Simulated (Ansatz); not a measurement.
# BP, pressure series

The parent structure is BP in the zinc blende structure (space group F-43m, No. 216; a = 4.5366 Å).

Cell and atoms are relaxed at each pressure.

Level of theory: r2SCAN (Ansatz, an electronic-structure program, PAW, spin-orbit coupling left out).

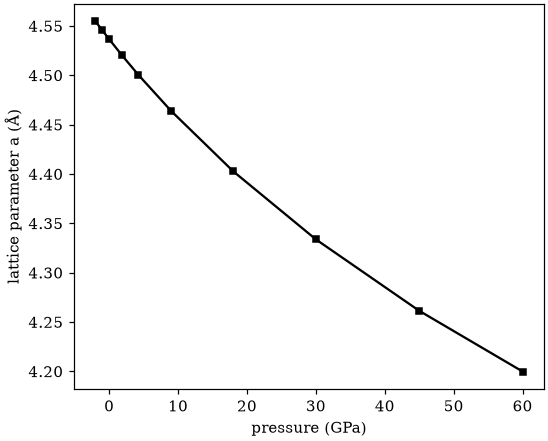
Fig. 1. Lattice parameter a against pressure

**Question.** From the plot, what is the lattice parameter a for pressure 4.2 GPa?

**Answer.** About 4.50 Å.

**Question.** Is the trend monotonic over the range shown?

**Answer.** Yes, it falls throughout, spanning 4.200 Å to 4.555 Å.

Load acts through the strain it causes; cell and atoms are relaxed under it. No phonon test of stability was made. No other phases were tried under pressure.
